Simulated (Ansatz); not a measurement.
## VN (rock salt): energy against volume

VN (rock salt)

```xyz
2
Lattice="0.0000 2.0585 2.0585 2.0585 0.0000 2.0585 2.0585 2.0585 0.0000" Properties=species:S:1:pos:R:3 pbc="T T T"
N      0.0000     0.0000     0.0000
V      2.0585     2.0585     2.0585
```

This relaxed cell (volume V₀) is scaled evenly in all directions, its shape held. Symmetry pins the atoms to their sites.

Computed with PBE (plane waves to 420 eV, PAW, scalar-relativistic; Ansatz, a quantum-chemistry and plane-wave program). k mesh 19×19×19 (Γ-centred), Fermi-Dirac smearing 0.05 eV. Energies are smeared free energies. The PAW data are Ansatz's earlier set. VN is run without spin polarisation. VN was relaxed with its symmetry unable to fall. ΔE is measured from the relaxed starting cell.

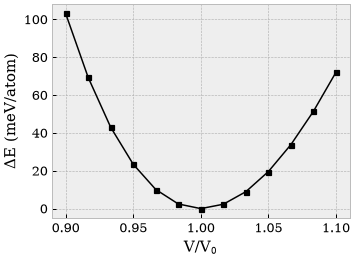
Figure: ΔE (meV/atom) against V/V₀; markers are the computed points, lines only join them.

The equilibrium volume of the fit is 8.72 Å³/atom and the pressure at the smallest volume comes out as 41.6 GPa. The pressure for 5 % compression (fit) is 18.0 GPa and the bulk modulus B₀ (third-order Birch-Murnaghan fit) is 314 GPa. The pressure derivative B₀′ (fit) is 4.3.

P = (3B₀/2)(x⁷ − x⁵)[1 + ¾(B₀′ − 4)(x² − 1)] with x = (1/0.95)^(1/3), B₀ = 314 GPa and B₀′ = 4.34.

(A scan under strain: stresses follow from slopes of the energy per volume, elastic moduli from its curvatures.)
